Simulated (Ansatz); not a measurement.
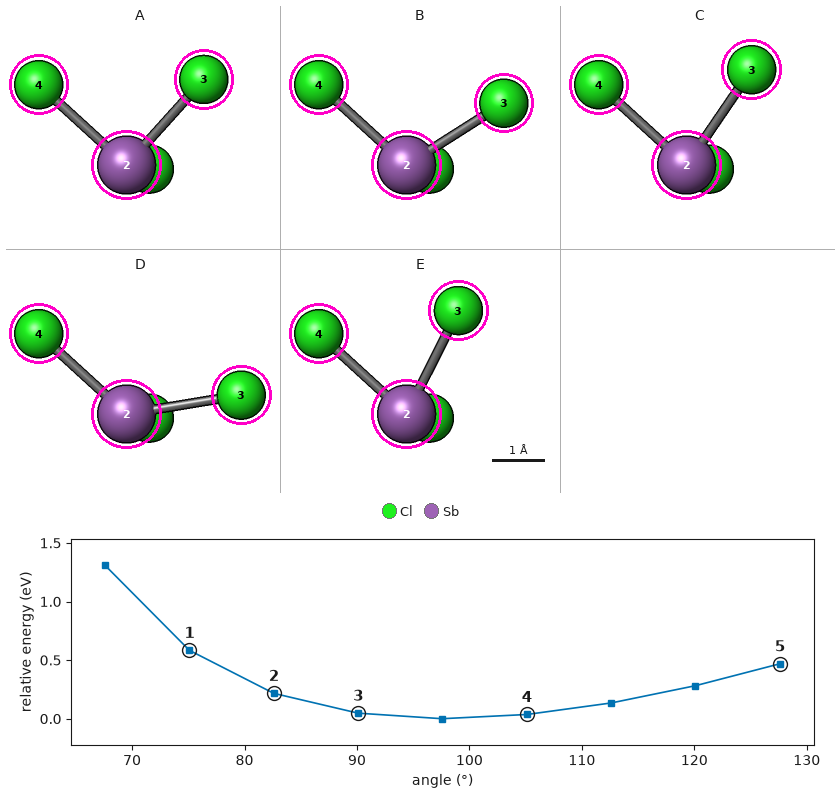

Energy scan for SbCl3, in which one Cl–Sb–Cl angle is varied, with the rest of the molecule carried along rigidly. The frames are shuffled; the numbered points of the plot belong to them. Style: ball-and-stick. Shown onto the plane of the angle. The ringed atoms are those of the scanned coordinate.

Single-point energies from Ansatz with r2SCAN-D4 in the def2-TZVPP basis, on geometries moved rigidly from the minimum at PBE0-D4/def2-TZVP. Elements past krypton carry the basis set's effective core potentials. Energies are counted from the PBE0-D4/def2-TZVP minimum geometry at the same level.

Which frame belongs to which numbered point?

Point 1 is frame E (the angle 75.1°, 0.584 eV); 2 is frame C (the angle 82.6°, 0.217 eV); 3 is frame A (the angle 90.1°, 0.047 eV); 4 is frame B (the angle 105.1°, 0.036 eV); 5 is frame D (the angle 127.6°, 0.469 eV). The lowest computed point lies at the angle 97.6° (0.000 eV). The end points stand at 1.309 eV (67.6°) and 0.469 eV (127.6°). The curvature at the lowest point is about 5.2 eV/rad².
